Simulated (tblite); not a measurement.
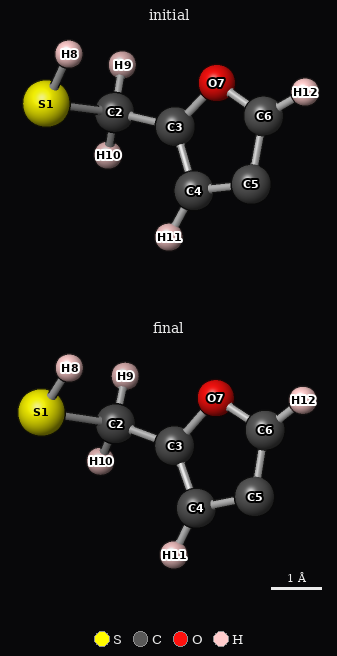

The structure of C₅H₅OS (multiplicity 2) before (top) and after (bottom) a relaxation, at one scale.

The picture is a ball-and-stick view, seen at a tilt.

Computed with GFN2-xTB geometry optimisation, gas phase in tblite 0.8.0. 

Question: What changed between the two?

Answer: The atom that moves furthest after the best rigid fit is H10 (0.20 Å). Largest moves by element: H 0.20 Å, S 0.14 Å, C 0.12 Å, O 0.05 Å. Some distances before and after: S1–H8 1.425 → 1.331 Å, C3–O7 1.302 → 1.357 Å, C5–C6 1.392 → 1.350 Å, C6–O7 1.325 → 1.355 Å. Bond angles that change, for instance: C2–C3–C4 122.1° → 131.2°, C2–C3–O7 126.9° → 118.0°, C2–S1–H8 104.5° → 95.9°. The energy falls by 10.6 kcal/mol in 39 geometry steps. Cost: 0.16 s on 1 thread of Arm Neoverse V2, on a shared host.
